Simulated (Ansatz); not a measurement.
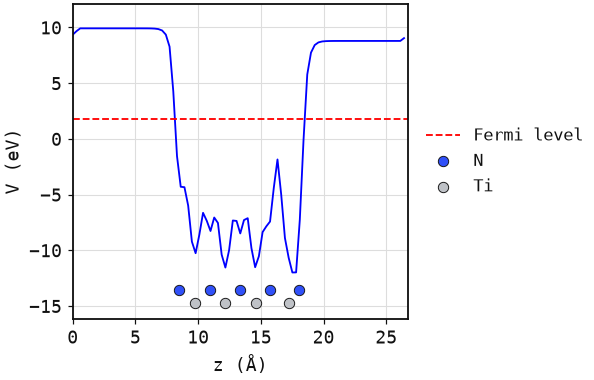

Describe the figure.

Plane-averaged electrostatic potential energy of an electron across the slab; circles at the bottom mark the heights of the atoms (positions after relaxation). System: a (111) slab cut from TiN (Fm-3m), of composition Ti₄N₅ (not the bulk's), ended by N planes, 9 atoms in the cell. Computed with Ansatz 0.2.0: DFT PBEsol, scalar-relativistic, plane waves, PAW, no spin polarisation, 12×12×1 k mesh, 420 eV cutoff.

The work function is 7.02 eV at the right face and 8.15 eV at the left. The vacuum level is 1.13 eV higher at the left than at the right, so the slab carries a dipole along its normal; the ramp in the vacuum, at or near the edge of the plot, is the dipole correction that keeps each side flat. Some atoms were held fixed in the relaxation, which can itself make the faces differ. The outermost atoms are 9.5 Å apart, which leaves 17.2 Å of vacuum in a cell 26.7 Å high.

The electron count is odd and the run has no spin polarisation, so a magnetic state may lie lower.
